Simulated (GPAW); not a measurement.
## Te K-edge XANES of zinc-blende (ZnTe)₁₋ₓ(CdTe)ₓ at x = 0.75

What does the Te K edge look like in zinc-blende (ZnTe)₁₋ₓ(CdTe)ₓ at x = 0.75?

Main program and level: GPAW 26.7.0; X-ray absorption from dipole matrix elements to empty bands, plane-wave PAW LDA.

**1. Set-up**

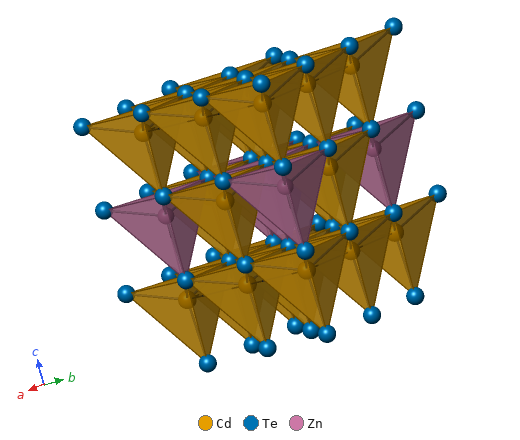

Start, viewed slightly off an axis; cadmium orange, tellurium blue, zinc pink. Some periodic images of atoms are drawn too.

The cell holds 16 atoms: 6 Cd, 8 Te and 2 Zn. Cell: a = 9.032 Å, b = 9.032 Å, c = 9.032 Å, α = 60.0°, β = 60.0°, γ = 60.0°. 16-atom zinc-blende cell, 6 of 8 Zn sites taken by Cd at random, lattice constants typed for the ends and interpolated (Vegard).

**2. Relaxation**

Bond lengths around the absorber set the edge shape, so the atoms are relaxed before any spectrum.

Input file relax.py:

```python
import numpy as np
from ase import Atoms
from ase.parallel import parprint, paropen
from gpaw import GPAW, PW, FermiDirac, Mixer, MixerDif, setup_paths
from ase.optimize import BFGS

atoms = Atoms('CdTeZnTeCdTeCdTeCdTeCdTeCdTeZnTe',
    cell=[[0, 6.38675, 6.38675],
     [6.38675, 0, 6.38675],
     [6.38675, 6.38675, 0]],
    scaled_positions=[[0.000847, 0.998214, 0.999197],
     [0.123727, 0.123594, 0.12196],
     [0.997405, 0.000538, 0.499952],
     [0.129315, 0.126208, 0.625191],
     [0.994196, 0.497891, 0.001059],
     [0.12642, 0.626775, 0.127421],
     [0.001057, 0.500781, 0.501955],
     [0.125991, 0.625177, 0.62743],
     [0.497815, 0.998677, 0.001068],
     [0.623926, 0.125175, 0.123626],
     [0.500118, 0.002105, 0.504384],
     [0.622653, 0.12764, 0.622636],
     [0.500746, 0.500193, 0.001367],
     [0.627066, 0.624975, 0.125487],
     [0.499157, 0.497091, 0.500425],
     [0.62579, 0.621778, 0.622977]],
    pbc=True)
atoms.calc = GPAW(legacy_gpaw=True, mode=PW(400, force_complex_dtype=True), xc='LDA', setups={},
    kpts={'size': (3, 3, 3), 'gamma': True}, occupations=FermiDirac(0.08),
    charge=0, mixer=Mixer(0.1, 5, 50), maxiter=150,
    convergence={'density': 0.0001, 'eigenstates': 1e-6}, txt='relax.txt')
steps = []
opt = BFGS(atoms, logfile='-')
opt.attach(lambda: steps.append([atoms.get_potential_energy(), float(np.linalg.norm(atoms.get_forces(), axis=1).max())]))
done = opt.run(fmax=0.05, steps=30)
out = dict(done=bool(done), steps=steps, frac=atoms.get_scaled_positions().tolist())
import json
with paropen('out.json', 'w') as f:
    json.dump(out, f)
```

Started as:

```
OMP_NUM_THREADS=1 mpirun -n 4 gpaw python relax.py
```

Numbers of over 12 decimals in the logs are rounded to 6 here.

What it wrote:

```text
Input parameters:
  convergence: {density: 0.0001,
                eigenstates: 1e-06}
  kpts: {gamma: True,
         size: (3, 3, 3)}
  maxiter: 150
  mixer: {backend: pulay,
          beta: 0.1,
          method: separate,
          nmaxold: 5,
          weight: 50}
  mode: {ecut: 400.0,
         force_complex_dtype: True,
         name: pw}
  occupations: {fixmagmom: False,
                name: fermi-dirac,
[...]
14 Zn    0.01188    0.00768   -0.00794
 15 Te   -0.00274    0.01133    0.00558
Step     Time          Energy          fmax
BFGS:    0 03:23:26      -49.804210        0.968346
BFGS:    1 03:24:21      -49.872387        0.872719
BFGS:    2 03:25:37      -50.138718        0.142281
BFGS:    3 03:26:08      -50.140536        0.148772
BFGS:    4 03:27:15      -50.133571        0.258841
BFGS:    5 03:28:14      -50.146401        0.076535
BFGS:    6 03:28:54      -50.147471        0.046097
[key lines of the parts left out:]
Converged after 5 iterations.
Dipole moment: (-33.289481, -33.384622, -36.678977) |e|*Ang
Free energy:    -50.147471
Fermi level: 3.84050
```

Wall time 7.5 min (4 MPI ranks of Arm Neoverse V1, shared host); peak memory 0.43 GiB; 30 min of CPU time.

In 6 steps the energy fell by 343 meV (energies extrapolated to zero smearing) and the largest force to 0.046 eV/Å. Atom 4 (Te; the text counts from 1, the script from 0) is among those that moved most, by 0.15 Å.

**3. The field without a hole**

A plain self-consistent run shows whether there is a gap, which decides the set-up of the core-hole run.

Input file scf.py:

```python
import numpy as np
from ase import Atoms
from ase.parallel import parprint, paropen
from gpaw import GPAW, PW, FermiDirac, Mixer, MixerDif, setup_paths
from gpaw.test import gen
setup_paths.insert(0, '.')
gen('Te', name='nch1s', xcname='LDA', corehole=(1, 0, 0), write_xml=True)
from gpaw.mpi import world
world.barrier()

atoms = Atoms('CdTeZnTeCdTeCdTeCdTeCdTeCdTeZnTe',
    cell=[[0, 6.38675, 6.38675],
     [6.38675, 0, 6.38675],
     [6.38675, 6.38675, 0]],
    scaled_positions=[[0.9995858, 0.9993207, 0.998461],
     [0.1185732, 0.1190305, 0.1397102],
     [0.9998872, 0.0012961, 0.4995852],
     [0.1207426, 0.1206444, 0.619554],
     [0.9993397, 0.4986547, 0.0006729],
     [0.1253779, 0.6236999, 0.1257986],
     [0.0002497, 0.5010012, 0.5027358],
     [0.1339118, 0.6351899, 0.6171954],
     [0.4982858, 0.0002274, 0.9992462],
     [0.6242473, 0.1248421, 0.1253439],
     [0.5014955, 0.9985212, 0.501801],
     [0.6342815, 0.1344555, 0.6165853],
     [0.5014444, 0.5006615, 0.9988516],
     [0.6188772, 0.6201695, 0.1405459],
     [0.4991529, 0.4996074, 0.5002878],
     [0.6203142, 0.6192497, 0.6202287]],
    pbc=True)
atoms.calc = calc = GPAW(legacy_gpaw=True, mode=PW(400, force_complex_dtype=True), xc='LDA', setups={1: 'nch1s'},
    kpts={'size': (2, 2, 2), 'gamma': True}, occupations=FermiDirac(0.05),
    charge=0, mixer=Mixer(0.1, 5, 50), maxiter=150,
    convergence={'density': 0.0001, 'eigenstates': 1e-6}, txt='scf.txt')
energy = atoms.get_potential_energy() + calc.get_reference_energy()
ef = calc.get_fermi_level()
out = dict(energy=energy, fermi=ef, forces=atoms.get_forces().tolist())
parprint(f'all-electron energy {energy:.4f} eV, Fermi level {ef:.4f} eV')
ev = np.array([[calc.get_eigenvalues(k, s) for k in range(len(calc.get_ibz_k_points()))] for s in range(calc.get_number_of_spins())])
out['homo'], out['lumo'], out['counts'] = ev[ev < ef].max(), ev[ev > ef].min(), sorted(set((ev < ef).sum((0, 2)).tolist()))
out['filled'] = (ev[:, 0] < ef).sum(1).tolist()
import json
with paropen('out.json', 'w') as f:
    json.dump(out, f)
```

Started as:

```
OMP_NUM_THREADS=1 mpirun -n 4 gpaw python scf.py
```

What it wrote:

```text
Input parameters:
  convergence: {density: 0.0001,
                eigenstates: 1e-06}
  kpts: {gamma: True,
         size: (2, 2, 2)}
  maxiter: 150
  mixer: {backend: pulay,
          beta: 0.1,
          method: separate,
          nmaxold: 5,
          weight: 50}
  mode: {ecut: 400.0,
         force_complex_dtype: True,
         name: pw}
  occupations: {fixmagmom: False,
                name: fermi-dirac,
                width: 0.05}
  setups: {1: nch1s}

Initialize ...

[... PAW data sets ...]

Reference energy: -2486891.572465  # eV

Spin-paired calculation

[... convergence settings ...]
Symmetries present (total): 1
  [... symmetry matrices ...]

8 k-points: 2 x 2 x 2 Monkhorst-Pack grid + [1/4,1/4,1/4]
8 k-points in the irreducible part of the Brillouin zone
       k-points in crystal coordinates                weights
   0:     0.00000000    0.00000000    0.00000000          1/8
   1:     0.00000000    0.00000000    0.50000000          1/8
   2:     0.00000000    0.50000000    0.00000000          1/8
   3:     0.00000000    0.50000000    0.50000000          1/8
   4:     0.50000000    0.00000000    0.00000000          1/8
   5:     0.50000000    0.00000000    0.50000000          1/8
   6:     0.50000000    0.50000000    0.00000000          1/8
   7:     0.50000000    0.50000000    0.50000000          1/8

Wave functions: Plane wave expansion
  Cutoff energy: 400.000 eV
  Number of coefficients (min, max): 9409, 9438
  Pulay-stress correction: 0.000000 eV/Ang^3 (de/decut=0.000000)
  Using FFTW library
  Wavefunction extrapolation:
    Improved wavefunction reuse through dual PAW basis

Occupation numbers: Fermi-Dirac:
  width: 0.0500  # eV

Eigensolver
   Davidson(niter=2)

Densities:
  Coarse grid: 42*42*42 grid
  Fine grid: 84*84*84 grid
  Total Charge: 0.000000

Density mixing:
  Method: separate
  Backend: pulay
  Linear mixing parameter: 0.1
  old densities: 5
  Width of damping distribution: 1.1
  Damping of long wavelength oscillations: 50

[... Hamiltonian set-up ...]
Number of atoms: 16
Number of atomic orbitals: 104
Number of bands in calculation: 91
Number of valence electrons: 144
Bands to converge: occupied

... initialized

Initializing position-dependent things.

Density initialized from atomic densities
Creating initial wave functions:
  91 bands from LCAO basis set

                                         Cd

              Cd             Cd

                          Te   Cd
                ZTe
                      Zn
                   Te

         Te            CdTe

               Te
                    Cd
                 Te

       Te

Atomic positions and initial magnetic moments

Positions:
   0 Cd    12.759332   12.761025   12.766516    ( 0.0000,  0.0000,  0.0000)
   1 Te     1.652512    1.649592    1.517515    ( 0.0000,  0.0000,  0.0000)
   2 Zn     3.199004    9.576755    6.394307    ( 0.0000,  0.0000,  0.0000)
   3 Te     4.727462    4.728089    1.541678    ( 0.0000,  0.0000,  0.0000)
   4 Cd     3.189081    6.386830    9.567316    ( 0.0000,  0.0000,  0.0000)
   5 Te     4.786860    1.604202    4.784173    ( 0.0000,  0.0000,  0.0000)
   6 Cd     6.410617    3.212443    3.201364    ( 0.0000,  0.0000,  0.0000)
[...]
13 Te     4.858499    4.850245    7.913482    ( 0.0000,  0.0000,  0.0000)
  14 Zn     6.386081    6.383178    6.378832    ( 0.0000,  0.0000,  0.0000)
  15 Te     7.916239    7.923037    7.916785    ( 0.0000,  0.0000,  0.0000)

Unit cell:
           periodic     x           y           z      points  spacing
  1. axis:    yes    0.000000    6.386750    6.386750    42     0.1756
  2. axis:    yes    6.386750    0.000000    6.386750    42     0.1756
  3. axis:    yes    6.386750    6.386750    0.000000    42     0.1756

  Lengths:   9.032228   9.032228   9.032228
  Angles:   60.000000  60.000000  60.000000

Effective grid spacing dv^(1/3) = 0.1916

iter:   1   -51.053821
iter:   2   -50.695077   -1.09  -1.28
iter:   3   -49.674913   -1.47  -1.34
iter:   4   -49.675575   -2.43  -1.59
iter:   5   -49.878624   -1.90  -1.66
iter:   6   -49.596154   -2.36  -2.07
iter:   7   -49.588487   -2.84  -2.57
iter:   8   -49.587833c  -4.50  -3.01
iter:   9   -49.587675c  -4.65  -3.26
iter:  10   -49.587483c  -4.92  -3.33
iter:  11   -49.587450c  -5.64  -3.50
iter:  12   -49.587451c  -6.33c -3.96
iter:  13   -49.587432c  -6.30c -3.96
iter:  14   -49.587431c  -6.75c -4.08c

Converged after 14 iterations.

Dipole moment: (-33.146760, -33.241710, -36.540540) |e|*Ang

Energy contributions relative to reference atoms: (reference = -2486891.572465)

Kinetic:       +118.248138
Potential:     -107.472831
External:        +0.000000
XC:             -62.512539
Entropy (-ST):   -0.001263
Local:           +2.150433
SIC:             +0.000000
--------------------------
Free energy:    -49.588062
Extrapolated:   -49.587431

Showing only first 2 kpts
 Kpt  Band  Eigenvalues  Occupancy
  0    70      3.52069    1.99568
  0    71      3.54999    1.99225
  0    72      4.06885    0.01588
  0    73      5.07913    0.00000

  1    70      3.16210    2.00000
  1    71      3.16821    2.00000
  1    72      5.12338    0.00000
  1    73      5.54415    0.00000

Fermi level: 3.82746

Gap: 0.519 eV
Transition (v -> c):
  (s=0, k=0, n=71, [0.00, 0.00, 0.00]) -> (s=0, k=0, n=72, [0.00, 0.00, 0.00])
No difference between direct/indirect transitions

Forces in eV/Ang:
  0 Cd    0.00218    0.01309    0.03851
  1 Te    0.00847    0.00765   -0.00427
  2 Zn    0.00128    0.01207   -0.01691
  3 Te   -0.01213   -0.00381   -0.00298
  4 Cd   -0.01989   -0.03638   -0.00423
  5 Te    0.01224    0.00366    0.00255
  6 Cd    0.00107    0.01443   -0.01194
[...]
13 Te   -0.00648    0.01540    0.01172
 14 Zn    0.01174    0.00800   -0.00836
 15 Te   -0.00878   -0.00148   -0.00009
Scalar-relativistic atomic LDA calculation for Te (Tellurium, Z=52)
Core hole in 1s state (1s occupation: 2.0)
750 radial gridpoints.
|------------------------------------------------|
|------------------------------------------------|
[... the atom generator's iteration count ...]

Energy contributions:
-------------------------
Kinetic:    +7100.534129
XC:          -169.800295
Potential: -13716.036721
-------------------------
Total:      -6785.302887

state      eigenvalue         ekin         rmax
-----------------------------------------------
1s^2.0 : -1159.499364  1477.979927        0.018
2s^2.0 :  -177.914127   308.802860        0.102
2p^6.0 :  -159.964965   291.747787        0.081
3s^2.0 :   -35.388430    89.168305        0.293
3p^6.0 :   -29.529919    82.706717        0.286
3d^10.0:   -20.591878    75.475207        0.238
4s^2.0 :    -6.020315    25.005627        0.701
4p^6.0 :    -4.197418    21.412968        0.737
4d^10.0:    -1.532718    15.146638        0.811
5s^2.0 :    -0.563619     3.926703        1.785
5p^4.0 :    -0.224650     2.336002        2.157
-----------------------------------------------
(units: Bohr and Hartree)

Generating PAW setup
Kinetic energy of the core from tauc = 7301.608833
Cutoffs:
rc(s)=2.230
rc(p)=2.260
rc(d)=2.340
rc(vbar)=2.160
rc(comp)=2.160
rc(nct)=2.340

Kinetic energy of the core states: 7083.336716
Charge: 0.0
Core electrons: 46.0
Valence electrons: 6.0
Pseudo-core charge: 1.904437
Shape function alpha=2.143
Pseudo-electron charge 8.604208
state    eigenvalue         norm
--------------------------------
5s(2) :    -0.563619     1.261507
*s    :     0.436381
5p(4) :    -0.224650     1.044190
*p    :     0.775350
*d    :     0.000000
--------------------------------

Diagonalizing with gridspacing h=0.050

state   all-electron     PAW
-------------------------------
5s:      -0.563619    -0.566817
5p:      -0.224650    -0.225887
*d:                    0.033165
*f:                    0.071329
-------------------------------
all-electron energy -2486941.1599 eV, Fermi level 3.8275 eV
```

Run time: 60 s. Hardware: 4 MPI ranks; peak memory 0.39 GiB.

The mesh shows a gap of 0.52 eV. The excited electron is kept all the same, so that all members of the series, with or without a gap, are treated alike.

**4. Reference energy of the cell**

The photon energy needs a difference of total energies, so the cell and mesh of the coming hole run are first run without a hole.

scf.py: that of step 3 with these lines changed.

```diff
@@ -32,3 +32,3 @@
 atoms.calc = calc = GPAW(legacy_gpaw=True, mode=PW(400, force_complex_dtype=True), xc='LDA', setups={1: 'nch1s'},
-    kpts={'size': (2, 2, 2), 'gamma': True}, occupations=FermiDirac(0.05),
+    kpts={'size': (3, 3, 3), 'gamma': True}, occupations=FermiDirac(0.02),
     charge=0, mixer=Mixer(0.1, 5, 50), maxiter=150,
```

What it wrote:

```text
Input parameters:
  convergence: {density: 0.0001,
                eigenstates: 1e-06}
  kpts: {gamma: True,
         size: (3, 3, 3)}
  maxiter: 150
  mixer: {backend: pulay,
          beta: 0.1,
          method: separate,
          nmaxold: 5,
          weight: 50}
  mode: {ecut: 400.0,
         force_complex_dtype: True,
         name: pw}
  occupations: {fixmagmom: False,
                name: fermi-dirac,
[...]
5s(2) :    -0.563619     1.261507
*s    :     0.436381
5p(4) :    -0.224650     1.044190
*p    :     0.775350
*d    :     0.000000
--------------------------------

Diagonalizing with gridspacing h=0.050

state   all-electron     PAW
-------------------------------
5s:      -0.563619    -0.566817
5p:      -0.224650    -0.225887
*d:                    0.033165
*f:                    0.071329
-------------------------------
all-electron energy -2486941.7192 eV, Fermi level 3.7953 eV
[key lines of the parts left out:]
Converged after 13 iterations.
Dipole moment: (-33.287719, -33.382609, -36.676956) |e|*Ang
Free energy:    -50.146737
Fermi level: 3.79529
```

Elapsed: 1.8 min, on 4 MPI ranks; peak memory 0.42 GiB.

Reference energy: -2486941.719 eV with the cores included.

[end of part 1 of 3]

[Banner, clock and machine lines of the logs are left out without a mark of their own.]

[Logs are printed without paths, hosts, clocks, repeated set-up lines and the standing remarks that a program may print on its own settings, such as how far it seeks lower states.]

[Hosts, paths, dates, database ids (printed as entryN), source tags and the programs' standing remarks are cut or masked in the printed files.]

[Lists of maxima count a maximum above −3 eV only where it reaches 4 % of the highest in the window and stands out from its surroundings by 2 % of it (1.5 % where it reaches 55 %); shoulders and weaker maxima are passed over, and of the rest the first, up to two pre-edge ones and the few strongest are named.]
